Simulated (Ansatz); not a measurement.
## Run report: AlH₃BrCl, nudged elastic band

- system: AlH₃BrCl
- method: RKS B3LYP-D4/def2-SVP (Ansatz 0.2.0)

One setting was made poor on purpose. It belongs to a series of runs on one base structure; here: band between the two ends.

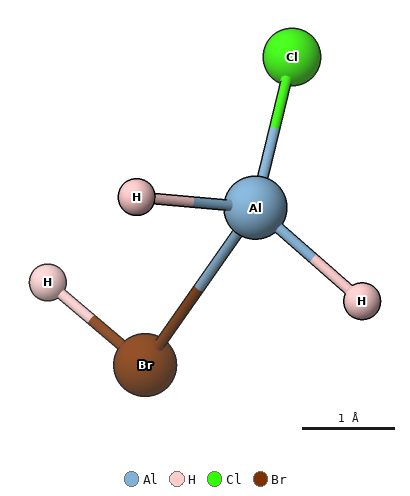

The input geometry (ball-and-stick view, seen at a tilt). Sticks mark near contacts.

### Input
```yaml
crystal:
  periodic: [false, false, false]
  atoms:
    - { symbol: Al, position_ang: [0.059747, 0.215166, 0.029511] }
    - { symbol: H, position_ang: [0.149288, 0.944038, 1.426318] }
    - { symbol: H, position_ang: [1.291002, -0.049392, -0.92054] }
    - { symbol: Cl, position_ang: [-1.891023, 0.048399, -0.811518] }
    - { symbol: Br, position_ang: [0.23597, -2.409186, 1.144387] }
    - { symbol: H, position_ang: [-0.902285, -2.251724, 2.001542] }
basis:
  gaussian: { orbitals: def2-SVP }
hamiltonian:
  xc: b3lyp
  dispersion: d4
neb:
  order_check: false
  images: 7
  f_tol: 0.5
  max_iterations: 60
  final_atoms:
    - { symbol: Al, position_ang: [0.00164316, -0.73926349, -0.23848111] }
    - { symbol: H, position_ang: [-0.54718123, 0.2446406, 1.88259663] }
    - { symbol: H, position_ang: [1.33507614, 0.06336353, -0.38356117] }
    - { symbol: Cl, position_ang: [-1.83103492, 0.1405827, -0.79680104] }
    - { symbol: Br, position_ang: [0.02626011, -2.93940029, 0.27659655] }
    - { symbol: H, position_ang: [-0.04206426, -0.27262205, 2.12935013] }
  initial_path:
    images:
      - { positions_ang: [[0.059747, 0.215166, 0.029511], [0.149288, 0.944038, 1.426318], [1.291002, -0.049392, -0.92054], [-1.891023, 0.048399, -0.811518], [0.23597, -2.409186, 1.144387], [-0.902285, -2.251724, 2.001542]] }
      - { positions_ang: [[0.03623808, 0.16357673, 0.02199056], [0.10045756, 0.71138547, 1.54708538], [1.29794759, -0.01397417, -0.88352227], [-1.90695208, 0.0073239, -0.89041428], [0.12073056, -2.44542852, 1.07303359], [-0.70572271, -1.92558241, 2.00152702]] }
      - { positions_ang: [[0.01272916, 0.11198746, 0.01447011], [0.05162712, 0.47873295, 1.66785277], [1.30489318, 0.02144365, -0.84650454], [-1.92288116, -0.0337512, -0.96931056], [0.00549113, -2.48167104, 1.00168019], [-0.50916043, -1.59944083, 2.00151204]] }
      - { positions_ang: [[-0.01077976, 0.06039819, 0.00694967], [0.00279668, 0.24608042, 1.78862015], [1.31183878, 0.05686148, -0.80948682], [-1.93881024, -0.07482629, -1.04820684], [-0.10974831, -2.51791356, 0.93032678], [-0.31259814, -1.27329924, 2.00149705]] }
      - { positions_ang: [[-0.03428869, 0.00880893, -0.00057077], [-0.04603376, 0.0134279, 1.90938753], [1.31878437, 0.0922793, -0.77246909], [-1.95473932, -0.11590139, -1.12710312], [-0.22498774, -2.55415608, 0.85897338], [-0.11603585, -0.94715765, 2.00148207]] }
      - { positions_ang: [[-0.02530572, -0.17820918, -0.06004836], [-0.17132063, 0.07123107, 1.90268981], [1.32285731, 0.08505036, -0.67524211], [-1.92381322, -0.05178037, -1.0445276], [-0.16217578, -2.65046713, 0.71337917], [-0.09754295, -0.77852375, 2.03344909]] }
      - { positions_ang: [[-0.01632276, -0.36522728, -0.11952594], [-0.29660749, 0.12903425, 1.89599208], [1.32693025, 0.07782142, -0.57801513], [-1.89288712, 0.01234065, -0.96195208], [-0.09936382, -2.74677819, 0.56778496], [-0.07905005, -0.60988985, 2.0654161]] }
      - { positions_ang: [[-0.0073398, -0.55224538, -0.17900352], [-0.42189436, 0.18683742, 1.88929436], [1.33100319, 0.07059247, -0.48078815], [-1.86196102, 0.07646167, -0.87937656], [-0.03655185, -2.84308924, 0.42219076], [-0.06055716, -0.44125595, 2.09738312]] }
      - { positions_ang: [[0.00164316, -0.73926349, -0.23848111], [-0.54718123, 0.2446406, 1.88259663], [1.33507614, 0.06336353, -0.38356117], [-1.83103492, 0.1405827, -0.79680104], [0.02626011, -2.93940029, 0.27659655], [-0.04206426, -0.27262205, 2.12935013]] }
```

Machine: 2 threads of Arm Neoverse N1, 54 GiB of memory available, shared host.

Run as:
```bash
ansatz run input.yaml --threads 2 --pin off --max-ram 3072MiB --backend cpu --events-out ev --progress --plain --runs-dir out
```

### What the program printed
```
Engine: ansatz 0.2.0, aarch64-unknown-linux-gnu
Functional definition: B3LYP
  parameter a0 = 0.2
  parameter ax = 0.72
  parameter ac = 0.81
  exchange = (1 - a0 - ax)*slater_x + ax*b88_x + a0*exact_x
  correlation = (1 - ac)*vwn_rpa_c + ac*lyp_c
837 factors; integrals over basis functions are off by at most 4.5e-4 eV
mean field evaluation 1: about -89202.9783 eV, gradient 1.6e1 eV
mean field evaluation 2: about -89203.3988 eV, gradient 1.2e1 eV
mean field evaluation 4: about -89203.7493 eV, gradient 3.7e-1 eV
mean field evaluation 8: about -89203.7561 eV, gradient 1.4e-2 eV
mean field -89203.75613168 eV, -3278.1775733615 hartree, gradient 2.9e-5 eV, S^2 0.000000; 0 other end points of the search recorded, 0 dependent functions left out
the calculation of the forces begins
reference -89203.75638412 eV, -3278.1775826387 hartree; 34, 34 occupied and 49, 49 virtual orbitals, 837 factors
837 factors; integrals over basis functions are off by at most 6.9e-4 eV
mean field evaluation 16: about -89204.4621 eV, gradient 1.4e1 eV
mean field -89204.92990839 eV, -3278.2207088601 hartree, gradient 6.8e-5 eV, S^2 0.000000; 0 other end points of the search recorded, 0 dependent functions left out
[... from here on the field's lines of each further geometry are left out, up to the last ...]
NEB iter   1: max|band force component| = 2.485e0 eV/Å  barrier→ = 0.8167 eV  barrier← = 1.9987 eV  Δτ_max = 0.2000 Å  (216 SCF iters)
NEB iter   2: max|band force component| = 6.937e-1 eV/Å  barrier→ = 0.2236 eV  barrier← = 1.4056 eV  Δτ_max = 0.1995 Å  (190 SCF iters)
NEB iter   3: max|band force component| = 1.701e0 eV/Å  barrier→ = 0.3775 eV  barrier← = 1.5594 eV  Δτ_max = 0.0989 Å  (180 SCF iters)
NEB iter   4: max|band force component| = 5.441e-1 eV/Å  barrier→ = 0.2296 eV  barrier← = 1.4116 eV  CI = image 4  Δτ_max = 0.1082 Å  (172 SCF iters)
the calculation of the forces begins
reference -89204.90791012 eV, -3278.2199004385 hartree; 34, 34 occupied and 49, 49 virtual orbitals, 839 factors
839 factors; integrals over basis functions are off by at most 1.7e-3 eV
mean field -89203.55113612 eV, -3278.1700399137 hartree, gradient 7.7e-5 eV, S^2 0.000000; 1 other end points of the search recorded, 0 dependent functions left out
the calculation of the forces begins
reference -89203.55137980 eV, -3278.1700488690 hartree; 34, 34 occupied and 49, 49 virtual orbitals, 839 factors
NEB iter   5: max|band force component| = 1.381e-1 eV/Å  barrier→ = 0.1958 eV  barrier← = 1.3778 eV  CI = image 4  Δτ_max = 0.0000 Å  (340 SCF iters)
```

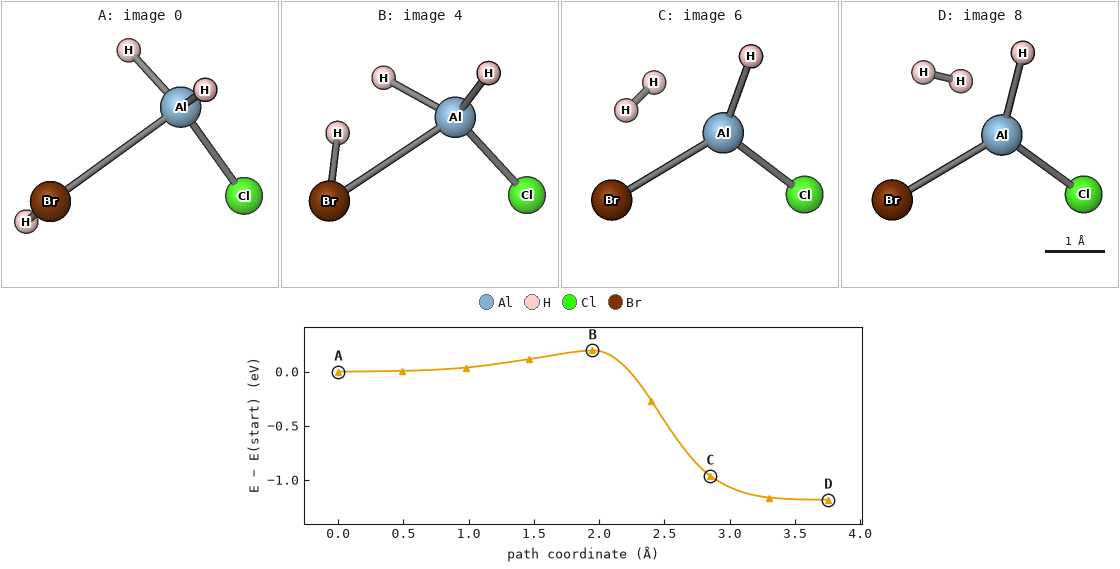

Images of the last band (counted from 0; ball-and-stick, seen at a tilt) above the energy along the path; the line is a cubic interpolation that uses the forces. The highest image is number 4, 0.196 eV above the start and 1.378 eV above the end (the climbing image); the end lies 1.182 eV below the start. The path is 3.75 Å long. The band converged in 5 iterations.

```
Total energy: -89203.76844282 eV, -3278.1780257878 hartree
Atom 0 at    -0.070589    -0.109373     0.044692 Å, force    -0.009564     0.095267    -0.140114 eV/Å
Atom 1 at    -0.169262     0.196690     1.650087 Å, force     0.010235    -0.087738    -0.022688 eV/Å
Atom 2 at     1.298552     0.081414    -0.700885 Å, force    -0.016303    -0.043714     0.066468 eV/Å
Atom 3 at    -1.902559     0.104195    -0.986006 Å, force     0.001772    -0.005767     0.026847 eV/Å
Atom 4 at    -0.065916    -2.587398     1.102934 Å, force     0.016150     0.082183     0.014876 eV/Å
Atom 5 at    -0.147527    -1.188227     1.758878 Å, force    -0.002289    -0.040232     0.054611 eV/Å
Dipole moment:     0.200852    -0.091105     0.275839 e Å
this run last wrote the band of iteration 5 to [file]
```

### The last band as extended XYZ (Å, eV, eV/Å)
```
6
Properties=species:S:1:pos:R:3:forces:R:3 image=0 energy=-89203.96398
Al    0.0597    0.2152    0.0295    0.0012  -0.0023  -0.0034
H     0.1493    0.9440    1.4263    0.0013   0.0027   0.0010
H     1.2910   -0.0494   -0.9205    0.0017   0.0014  -0.0021
Cl   -1.8910    0.0484   -0.8115    0.0005  -0.0028   0.0057
Br    0.2360   -2.4092    1.1444   -0.0276   0.0084   0.0235
H    -0.9023   -2.2517    2.0015    0.0230  -0.0074  -0.0247
6
Properties=species:S:1:pos:R:3:forces:R:3 image=1 energy=-89203.95715
Al    0.0250    0.1827    0.0056    0.0177  -0.0049  -0.0116
H     0.0441    0.7720    1.4696    0.0002   0.0230   0.0099
H     1.3035   -0.0035   -0.8994   -0.0064  -0.0099   0.0048
Cl   -1.8712    0.1171   -0.9575   -0.0149   0.0065  -0.0077
Br    0.0944   -2.4835    1.0475   -0.0051   0.0151   0.0213
H    -0.6533   -2.0875    2.2038    0.0085  -0.0298  -0.0167
6
Properties=species:S:1:pos:R:3:forces:R:3 image=2 energy=-89203.92712
Al   -0.0186    0.1301   -0.0043    0.0666  -0.0148  -0.0172
H    -0.0589    0.5671    1.5126   -0.0036   0.0846   0.0151
H     1.3020    0.0443   -0.8607   -0.0139  -0.0109  -0.0001
Cl   -1.8718    0.1330   -1.0376   -0.0468   0.0081  -0.0360
Br   -0.0319   -2.5618    1.0444    0.0074   0.0205  -0.0329
H    -0.3782   -1.8154    2.2154   -0.0097  -0.0874   0.0711
6
Properties=species:S:1:pos:R:3:forces:R:3 image=3 energy=-89203.84917
Al   -0.0541    0.0540    0.0208    0.0062   0.0397   0.0033
H    -0.1331    0.3805    1.5769    0.0008   0.1158  -0.0363
H     1.2976    0.0563   -0.7843   -0.0101  -0.0082  -0.0057
Cl   -1.8921    0.1154   -1.0308   -0.0084   0.0142  -0.0261
Br   -0.0733   -2.6091    1.0842    0.0054  -0.0135   0.0196
H    -0.2023   -1.4996    2.0029    0.0062  -0.1479   0.0451
6
Properties=species:S:1:pos:R:3:forces:R:3 image=4 energy=-89203.76820
Al   -0.0706   -0.1094    0.0447   -0.0096   0.0953  -0.1401
H    -0.1693    0.1967    1.6501    0.0102  -0.0877  -0.0227
H     1.2986    0.0814   -0.7009   -0.0163  -0.0437   0.0665
Cl   -1.9026    0.1042   -0.9860    0.0018  -0.0058   0.0268
Br   -0.0659   -2.5874    1.1029    0.0162   0.0822   0.0149
H    -0.1475   -1.1882    1.7589   -0.0023  -0.0402   0.0546
6
Properties=species:S:1:pos:R:3:forces:R:3 image=5 energy=-89204.23149
Al   -0.0636   -0.3303   -0.0119    0.0034  -1.0366  -0.3572
H    -0.1935    0.0473    1.7382    0.0020  -0.6378   0.3407
H     1.2974    0.1446   -0.6290   -0.0295   0.0792   0.2451
Cl   -1.8909    0.1320   -0.9553    0.0248   0.0723   0.1698
Br   -0.0417   -2.6117    0.9576    0.0527   0.0275  -0.5292
H    -0.1649   -0.8847    1.7701   -0.0534   1.4954   0.1309
6
Properties=species:S:1:pos:R:3:forces:R:3 image=6 energy=-89204.92499
Al   -0.0463   -0.5535   -0.1238    0.0193  -0.4779  -0.2132
H    -0.2191    0.1066    1.8305   -0.0206   0.1808   0.1565
H     1.2840    0.1720   -0.5251   -0.0320  -0.0093   0.1510
Cl   -1.8701    0.1541   -0.9082    0.0109   0.0053   0.0951
Br   -0.0176   -2.7079    0.7260    0.0449  -0.1592  -0.4093
H    -0.1882   -0.6739    1.8704   -0.0224   0.4603   0.2200
6
Properties=species:S:1:pos:R:3:forces:R:3 image=7 energy=-89205.12607
Al   -0.0288   -0.6748   -0.2103    0.0029  -0.0407  -0.0322
H    -0.2989    0.2443    1.8935   -0.0084   0.0502   0.0173
H     1.2927    0.1322   -0.4388   -0.0078  -0.0237   0.0309
Cl   -1.8581    0.1376   -0.8681    0.0027  -0.0153   0.0170
Br    0.0131   -2.8424    0.4632    0.0076  -0.0349  -0.0825
H    -0.1772   -0.4996    2.0302    0.0031   0.0644   0.0494
6
Properties=species:S:1:pos:R:3:forces:R:3 image=8 energy=-89205.14597
Al    0.0016   -0.7393   -0.2385   -0.0070  -0.0009   0.0005
H    -0.5472    0.2446    1.8826   -0.0004  -0.0029   0.0012
H     1.3351    0.0634   -0.3836    0.0059   0.0024  -0.0007
Cl   -1.8310    0.1406   -0.7968    0.0030  -0.0012   0.0029
Br    0.0263   -2.9394    0.2766   -0.0002  -0.0009  -0.0003
H    -0.0421   -0.2726    2.1294   -0.0014   0.0036  -0.0036
```

### Key numbers

```csv
quantity,value
outcome,converged
"barrier, forward",0.196 eV
"barrier, backward",1.378 eV
wall time,2.2 min (CPU time 4 min)
peak memory,0.18 GiB
```

### Notes

A deliberately poor setting: loose force. The order of the saddle point was not checked.
